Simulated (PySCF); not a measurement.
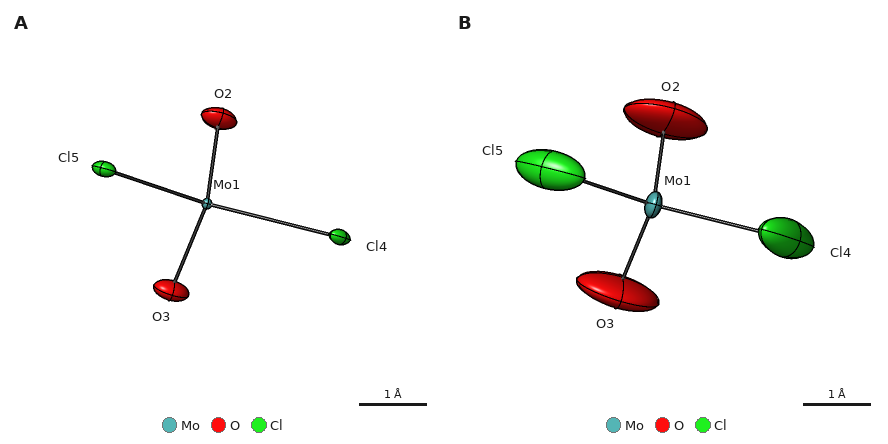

Displacement ellipsoids at the 50 % level, scaled by 3, from the internal vibrations of the free molecule (harmonic, no overall translation or rotation; no half-axis is drawn under 0.075 Å). Charge 0, singlet. Vibrations computed with RKS-based PBE0, Mo def2-TZVP with ECP28, O def2-TZVP, Cl def2-TZVP; scalar-relativistic core potentials; density fitting (PySCF 2.14.0). One panel is for 0 K (zero-point motion alone), the other for 900 K.

> Which panel is for 900 K?

B.

> How much does the mean-square displacement of Cl4 grow, and why?

U_eq goes from 0.0011 to 0.0081 Å², a factor of 7.5. Modes below kT (626 cm⁻¹ at 900 K) grow about in proportion to T, and the lowest lies at 120 cm⁻¹; the mean-square amplitude of a mode is its zero-point value times coth(ħω/2kT), which comes close to 1 only above about 3kT.

The search tried a few shapes and spins; others may lie lower.
